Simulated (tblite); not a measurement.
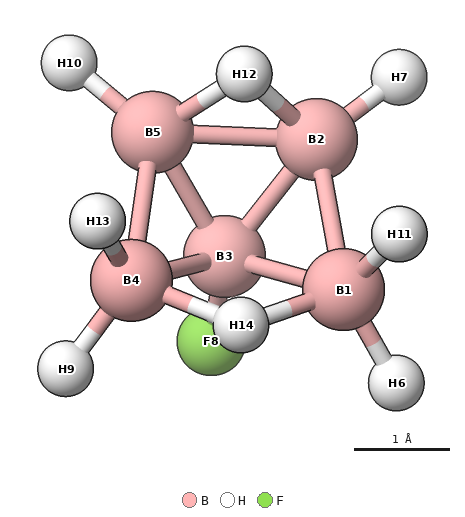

The structure (ball-and-stick view, seen at a tilt; atoms are numbered from 1 in the order of the input). Bond lengths as drawn: B–B 1.62 to 1.89 Å, B–F 1.34 Å and B–H 1.17 to 1.32 Å.

# Nudged elastic band, with input and output: B5H8F

The run: nudged elastic band of B5H8F (nido-B5H9 (F for H, site b on B)). Method and program: GFN2-xTB climbing-image nudged elastic band, gas phase (tblite 0.8.0).

## The input
```
{"job": {"xc": "GFN2-xTB", "basis": "xTB", "kind": "neb"}, "charge": 0, "multiplicity": 1}
B     -1.095134     0.799225     0.174049
B      0.444080     0.511509     1.201877
B     -0.216070    -0.829833     0.577954
B      0.000921    -0.519255    -1.277778
B      1.291208    -0.506275     0.080215
H     -2.223125     0.613158     0.462754
H      0.634626     1.041956     2.225170
F     -0.948879    -1.878627     0.976761
H     -0.515103    -1.442211    -1.799679
H      2.340228    -1.007727    -0.033451
H     -0.841055     1.951199     0.053083
H      1.401647     0.778851     0.340034
H      0.716925     0.075892    -2.012379
H     -0.940232     0.376161    -1.063347
```

The first line tells a small driver script what to run in tblite; the rest is the geometry in Å.

Machine: 1 CPU thread, shared host.

Command:
```bash
OMP_NUM_THREADS=1 python <driver script> task.json out
```

## Output
```
image   E - E0 / eV
  0       0.0000
  1       0.0690
  2       0.2184
  3       0.1774
  4       0.1523
  5       0.1508
  6       0.1499
```

## Key numbers

| quantity | value |
| --- | --- |
| outcome | converged |
| forward barrier | 0.218 eV |
| wall time | 6.4 s |
| peak memory | 0.18 GiB |
